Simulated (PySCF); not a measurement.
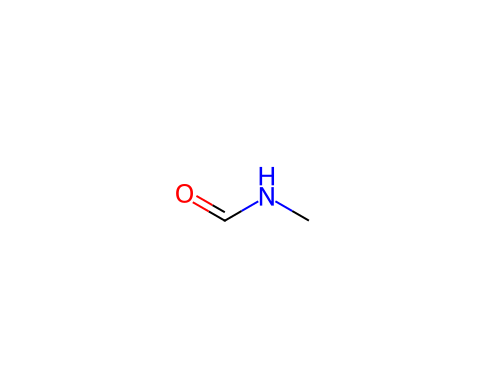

Question: Write the SMILES.

Answer: CNC=O

Question: What is the molecular formula?

Answer: C2H5NO.

Question: An optimisation with PBE0-D3(BJ)/def2-SVP gave a structure of which point group?

Answer: Cs. Other conformers may differ.

The parts below concern this one geometry. Atoms keep their numbers from picture to picture. Computed geometry: PBE0-D3(BJ)/def2-SVP optimisation. No frequency run is at hand to confirm it as a minimum.

**Shape**

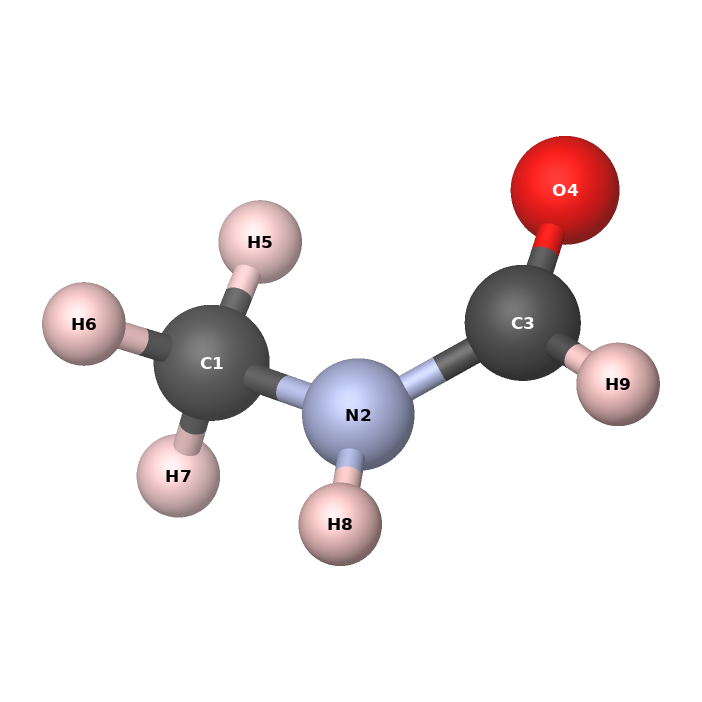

Numbered structure. No frequency run is at hand to confirm it as a minimum.

Question: What is the geometry at C3?

Answer: C3 has 3 neighbours (N2 at 1.36, O4 at 1.21, H9 at 1.12 Å); the arrangement is trigonal planar.

Question: What is the geometry at N2?

Answer: N2 has 3 neighbours (C1 at 1.44, C3 at 1.36, H8 at 1.01 Å); the arrangement is trigonal planar.

Question: What is the geometry at C1?

Answer: C1 has 4 neighbours (N2 at 1.44, H5 at 1.10, H6 at 1.10, H7 at 1.10 Å); the arrangement is tetrahedral.

Question: What is the dihedral angle C1–N2–C3–O4?

Answer: 0° in size, that is syn (eclipsed).

**Electronic properties**

No frequency run is at hand to confirm it as a minimum. Method: ωB97X-D/def2-SVPD, gas phase (PySCF 2.14.0). Excitations: vertical, linear response.

What does the calculation give?

- dipole moment: 4.03 D
- HOMO energy (Kohn–Sham orbital): −9.51 eV
- LUMO energy (Kohn–Sham orbital): 2.15 eV
- HOMO–LUMO gap: 11.65 eV
- mean static polarisability: 38.6 bohr³
- lowest vertical singlet excitation: 5.84 eV
- its oscillator strength: 0.001
- brightest of the 10 lowest singlets: 7.80 eV
- its oscillator strength: 0.20

**Charges**

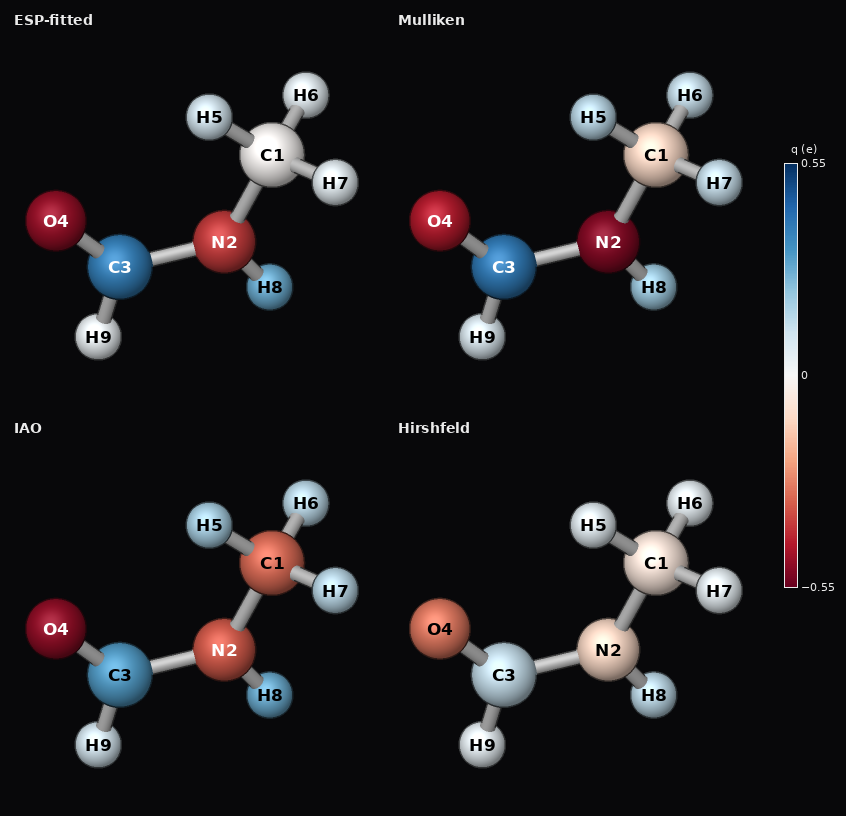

Atomic charges of one calculation by 4 schemes, on one colour scale. No frequency run is at hand to confirm it as a minimum. Method: PBE0/pcSseg-1 (PySCF 2.14.0).

Question: On which atom do the schemes disagree most?

Answer: On N2 (from −0.50 to −0.10 e).

List the charges (e), one line for each set of equivalent atoms.

```json
{"atom": "C1", "ESP-fitted": "−0.01", "Mulliken": "−0.10", "IAO": "−0.31", "Hirshfeld": "−0.06"}
{"atom": "N2", "ESP-fitted": "−0.38", "Mulliken": "−0.50", "IAO": "−0.34", "Hirshfeld": "−0.10"}
{"atom": "C3", "ESP-fitted": "0.37", "Mulliken": "0.39", "IAO": "0.31", "Hirshfeld": "0.13"}
{"atom": "O4", "ESP-fitted": "−0.48", "Mulliken": "−0.44", "IAO": "−0.49", "Hirshfeld": "−0.29"}
{"atom": "H5", "ESP-fitted": "0.10", "Mulliken": "0.14", "IAO": "0.18", "Hirshfeld": "0.05"}
{"atom": "H6, H7", "ESP-fitted": "0.05", "Mulliken": "0.12", "IAO": "0.14", "Hirshfeld": "0.05"}
{"atom": "H8", "ESP-fitted": "0.27", "Mulliken": "0.20", "IAO": "0.27", "Hirshfeld": "0.14"}
{"atom": "H9", "ESP-fitted": "0.03", "Mulliken": "0.07", "IAO": "0.10", "Hirshfeld": "0.04"}
```

**Spin–spin coupling**

No frequency run is at hand to confirm it as a minimum. Properties computed with B3LYP/pcJ-1 indirect spin-spin coupling, non-relativistic, gas phase (PySCF 2.14.0). Isotopes: 13C, 1H, 15N, 17O.

Give the spin–spin coupling constants of these pairs, with the number of bonds between them: C1/H5, C3/H9, C3/O4, N2/H5, C3/H8, O4/H9, C1/O4, C3/H5, O4/H8, H6/H8, H8/H9.

```csv
pair,bonds apart,J (Hz)
"C1, H5",1,144.8
"C3, H9",1,195.9
"C3, O4",1,27.1
"N2, H5",2,1.4
"C3, H8",2,6.3
"O4, H9",2,−7.6
"C1, O4",3,−0.9
"C3, H5",3,5.4
"O4, H8",3,0.8
"H6, H8",3,1.5
"H8, H9",3,1.7
```

**Core levels**

No frequency run is at hand to confirm it as a minimum. Method: delta-SCF UKS SCAN, pcX-2 on the ionised atom, pcseg-1 elsewhere, spin-free X2C (PySCF 2.14.0).

Give the core-electron binding energies (to vacuum) of C1 1s, N2 1s, C3 1s, O4 1s.

```csv
atom,level,binding energy (eV)
C1,1s,292.1
N2,1s,406.2
C3,1s,293.8
O4,1s,537.1
```

Mulliken values depend strongly on the basis set and can even reverse the polarity of a bond.
